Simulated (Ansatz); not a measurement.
## Electronic structure of Br2Cl2Ti in real space

```xyz
5

Br   -4.0783   -0.8292    1.5955
Br   -1.2643   -1.4350   -0.8266
Cl   -4.6172   -0.6284   -2.0023
Cl   -2.7220    1.8803   -0.4279
Ti   -3.1893   -0.2200   -0.4455
```

Geometry: PBE0-D4/def2-SVP.

Method: isolated molecule in a Gaussian basis; Kohn-Sham density functional theory, functional PBE0 (Ansatz 0.2.0).

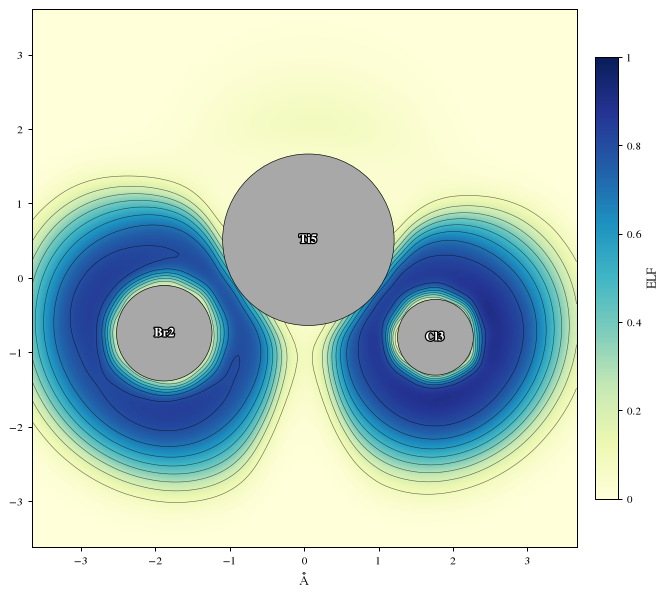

Figure 1. Electron localisation function on the plane of atoms Br2, Ti5 and Cl3. Grey discs cover the atomic cores.

What does the map show?

The plane passes through Br, Cl and Ti nuclei. Ti–Cl (2.15 Å): the ELF peaks at about 0.85 in the valence shell of Cl, 0.8 Å from its nucleus, and is about 0.50 at the midpoint. Ti–Br (2.31 Å): the ELF peaks at about 0.80 in the valence shell of Br, 1.0 Å from its nucleus, and is about 0.60 at the midpoint.

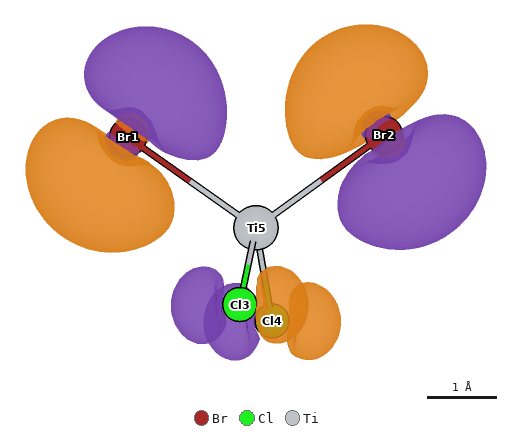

Figure 2. The HOMO at ±0.1 Å⁻³ᐟ² (orange and purple are the two phases), seen at a tilt.

Where does this orbital lie, and at what energy?

By Hirshfeld shares it lies mainly on Br1 (about 45 %) and Br2 (about 45 %); largely a combination of lone pairs on Br1 and Br2. Its energy is −8.93 eV.
